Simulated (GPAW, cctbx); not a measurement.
# Bonding in (CdO)1(YN)1 as X-rays see it

Aim: compute the bonding part of the density of (CdO)1(YN)1, find which reflections carry it, and see how it biases an ordinary refinement.

The cell is a (CdO)1(YN)1 superlattice along [001] of the rock-salt type, started at the mean lattice constant and relaxed freely, with no substrate. All numbers below are calculated.

## 1. Find the equilibrium geometry

The density hangs on the geometry, so cell and atoms are relaxed first, with the symmetry held. The cutoff is set higher than for the density because stress converges slowly with plane waves.

Settings: GPAW 26.7.0, PBE, 900 eV, 7×7×5 k-points (along the axes of the calculation cell), Fermi–Dirac width 0.05 eV, BFGS to 0.03 eV/Å.

```text
cell
1.0
     3.422396821    0.000000000    0.000000000
     0.000000000    3.422396821    0.000000000
     0.000000000    0.000000000    4.840000000
Cd O Y N
1 1 1 1
Direct
0.000000000 0.000000000 0.000000000
0.500000000 0.500000000 0.000000000
0.500000000 0.500000000 0.500000000
0.000000000 0.000000000 0.500000000
```

```console
$ OMP_NUM_THREADS=1 mpirun -n 4 gpaw python run.py > gpaw.log
```

```text
BFGS:    0      -25.007147        0.674146
BFGS:    1      -25.014688        0.646109
BFGS:    2      -25.090878        0.191617
BFGS:    3      -25.096429        0.180095
BFGS:    4      -25.097772        0.158561
BFGS:    5      -25.100959        0.062707
BFGS:    6      -25.101803        0.022296
cell  3.5019 3.5019 4.6032  90.00 90.00 90.00
volume 56.452 A^3, largest force 0.000 eV/A, largest stress 0.25 GPa
```

After 6 steps the volume has changed by -0.4 % and the energy by -0.095 eV; the largest stress left is 0.25 GPa. It took 3 min on 4 cores of Arm Neoverse N1 (shared host), peak memory 1 GiB.

Relaxed structure: P4/mmm (no. 123), a = 3.5019 Å, b = 3.5019 Å, c = 4.6032 Å, α = 90.00°, β = 90.00°, γ = 90.00°.

```csv
atom,mult.,x,y,z
Cd1,1,0,0,0
Y1,1,1/2,1/2,1/2
O1,1,1/2,1/2,0
N1,1,0,0,1/2
```

## 2. Density and charge transfer

X-rays see the whole electron density, so the PAW density is rebuilt with its core regions. Subtracting spherical free atoms from the same code cancels the cores and leaves the deformation density Δρ, the part due to bonding.

Settings: PBE, 550 eV, 7×7×6 k-points (along the axes of the calculation cell), Fermi–Dirac width 0.05 eV; primitive cell of 4 atoms.

```console
$ OMP_NUM_THREADS=1 mpirun -n 4 gpaw python run.py > gpaw.log
```

```text
|iter:   1|       0s |  -28.815583 | -0.26 |       |
|iter:   2|       1s |  -27.542183 | -1.74 | -0.88 |
|iter:   3|       2s |  -24.660269 | -0.60 | -0.95 |
...
|iter:   8|       8s |  -24.591608c| -5.17 | -3.07 |
|iter:   9|       9s |  -24.591609c| -6.68 | -3.84 |
|iter:  10|      10s |  -24.591609c| -8.33c| -4.49c|
```

```text
grid (40, 40, 50)  electrons 102.000  moved by bonding 1.201 e
deformation density beyond 0.5 A of the nuclei: max 0.280, min -0.101 e/A^3
atom        x       y       z   Voronoi charge  moment
Cd1    0.0000  0.0000  0.0000      0.566       0.00
Y 2    0.5000  0.5000  0.5000      0.345       0.00
O 3    0.5000  0.5000  0.0000     -0.357       0.00
N 4    0.0000  0.0000  0.5000     -0.555       0.00
mean inner potential of superposed free atoms 21.549 V
total magnetic moment 0.000 muB
```

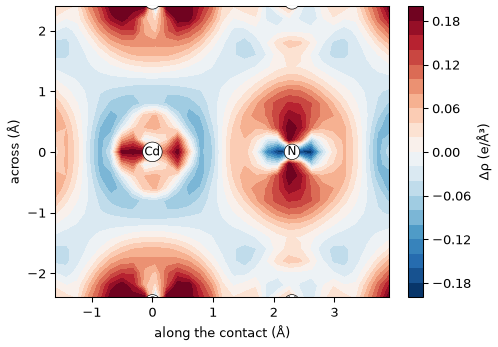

Deformation density in a plane through the shortest contact of the Cd atom at the origin; red gains electrons, blue loses them.

N gains most (-0.56 e) and Cd loses most (+0.57 e), which isn't the order of electronegativity: valence and coordination count too, and Voronoi cells cut space at the midplane whatever the atoms' sizes. Such charges fall far short of formal ones, since overlapping free atoms already put density on their neighbours. Along the shortest contact from the Cd atom at the map's origin, Cd–N at 2.30 Å, Δρ is 0.00 e/Å³ at the midpoint; the highest value on the line, +0.19, lies at the edge of the range, 0.5 Å from Cd, and is an atomic rather than a bond feature: little piles up between the atoms. At the midpoints of other shortest contacts it is +0.04 (Y–O, 2.30 Å), -0.02 (Cd–O, 2.48 Å), +0.05 (Y–N, 2.48 Å) and -0.03 (Cd–Y, 3.38 Å) e/Å³. Point values carry grid noise of about 0.01 e/Å³. The run needed 10 iterations, 24 s.

## 3. From the density to structure factors

The Fourier components of Δρ, added to those of the free atoms, give the static X-ray structure factors; the Mott–Bethe relation turns them into the Fourier components V of the potential that fast electrons feel.

```text
static structure factors of the conventional cell: F in electrons, V (Mott-Bethe) in volts
   h  k  l      d  |F| table  |F| free   |F| DFT   change   |V| free  |V| DFT  change %
   0  0  1  4.6032    10.475    10.462    10.107   -0.355     0.795    0.184    -76.8
   1  0  0  3.5019     8.043     8.027     7.935   -0.092     0.027    0.064    139.1
   1  0  1  2.7871    60.845    60.877    60.128   -0.749     7.015    7.488      6.7
   1  1  0  2.4762    79.495    79.376    79.969    0.593    11.264   10.969     -2.6
   0  0  2  2.3016    77.430    77.307    77.915    0.608    10.621   10.360     -2.5
   1  1  1  2.1807     8.844     8.787     8.867    0.080     0.468    0.437     -6.6
   1  0  2  1.9234     6.382     6.352     6.416    0.064     0.495    0.476     -3.9
   2  0  0  1.7510    68.741    68.677    68.798    0.121     8.295    8.265     -0.4
   1  1  2  1.6858    67.441    67.392    67.509    0.117     7.986    7.959     -0.3
   2  0  1  1.6366     7.540     7.466     7.652    0.187     0.551    0.511     -7.4
   2  1  0  1.5661     5.673     5.619     5.484   -0.135     0.474    0.501      5.7
   0  0  3  1.5344     7.202     7.132     7.014   -0.118     0.548    0.571      4.1
   2  1  1  1.4826    49.965    49.960    50.108    0.147     3.934    3.907     -0.7
   1  0  3  1.4054    48.787    48.790    48.978    0.188     3.722    3.692     -0.8
```

The largest X-ray change is -0.75 e on 101, 1.2 % of |F|. For electrons V goes as (Z − F)/g², so a change of F counts against Z − F, which is small at low angle and wherever the atoms' terms cancel: |V| of 001 moves by -76.8 % (0.80 to 0.18 V) against -3.4 % in |F|. These compare absolute values; so weak a component may also change sign. The tabulated Hartree–Fock atoms differ from the free DFT atoms by up to 0.12 e, so the choice of reference atom matters too.

## 4. The functional ladder

The same geometry is run with other functionals, to see whether the bonding signal is larger than the spread between approximations. Free atoms are LDA for LDA and PBE otherwise. Any other changed setting is in the row's label.

```csv
run,ΔF 101 (e),ΔF 002 (e),ΔF 110 (e),q(N) (e),moved (e),time
PBE,-0.749,+0.608,+0.593,-0.555,1.201,24 s
LDA,-0.727,+0.566,+0.547,-0.533,1.150,25 s
RPBE,-0.755,+0.635,+0.622,-0.565,1.244,22 s
```

At the base's settings ΔF(101) spans -0.755 to -0.727 e, a spread of 4 % of the PBE value; over the three listed reflections the spread is at most 13 %, so sign and size hold across the functionals. Times are from shared hosts.

## 5. What a spherical-atom refinement makes of it

Routine crystallography fits spherical atoms. To see the bias, intensities are simulated from tabulated atoms plus the DFT change ΔF, so that bonding alone can misfit (3702 reflections of the full sphere, merged to the counts below, to 0.4 Å, 1 % proportional noise plus counting noise, assumed isotropic U as listed, Δρ smeared by the mean U) and refined with cctbx over different ranges.

```csv
range,data,R1,GooF,U Cd1 (true 0.0058),U Y1 (true 0.0063),U O1 (true 0.0103),U N1 (true 0.0106),largest shift (Å),"Δρ max, min (e/Å³)"
all data,321,0.0040,1.00,0.0058,0.0063,0.0103,0.0107,0.0000,"0.43, -0.34"
"low resolution, d > 0.84",46,0.0042,1.43,0.0058,0.0063,0.0101,0.0111,0.0000,"0.22, -0.14"
"high order, d < 0.75",260,0.0041,0.93,0.0058,0.0063,0.0104,0.0106,0.0000,"0.23, -0.36"
"occupancies free, d > 0.7",73,0.0035,1.22,0.0058,0.0063,0.0115,0.0119,0.0000,"0.23, -0.16"
```

With all data GooF is 1.00, diluted by the many high-angle data; the misfit shows at low resolution; the top residual peak lies 0.00 Å from O and 2.30 Å from Y, on the atom. No U is off by more than 3 s.u. at low resolution. Symmetry fixes every coordinate, so the shifts are zero by construction. With Cd1 held at 1 and the scale free, the other occupancies refine to Y1 0.999(0.001), O1 1.031(0.009) and N1 1.027(0.011), on sites that are all full: they absorb part of the misfit, and only ratios to the fixed site mean anything.

## 6. Answer

Bonding moves 1.20 e in the primitive cell of (CdO)1(YN)1 and changes the structure factors of the conventional cell in the table above by at most 0.75 e (101, 1.2 %), and among reflections above 2 % of the strongest by up to 3.4 % (001). The shortest bond, Cd–N, has Δρ = 0.00 e/Å³ at its midpoint. At the base's settings ΔF(101) spans -0.755 to -0.727 e, a spread of 4 % of the PBE value; over the three listed reflections the spread is at most 13 %, so sign and size hold across the functionals. With all data GooF is 1.00, diluted by the many high-angle data. Limits: static density, frozen cores, no spin–orbit coupling.

[Outputs are excerpts: Python notices, other lines and further rows are left out; steps that failed or that the build refused (PBEsol, TPSS) are not shown.]

[Logs are printed without paths, hosts, clocks, repeated set-up lines and the standing remarks that a program may print on its own settings, such as how far it seeks lower states.]
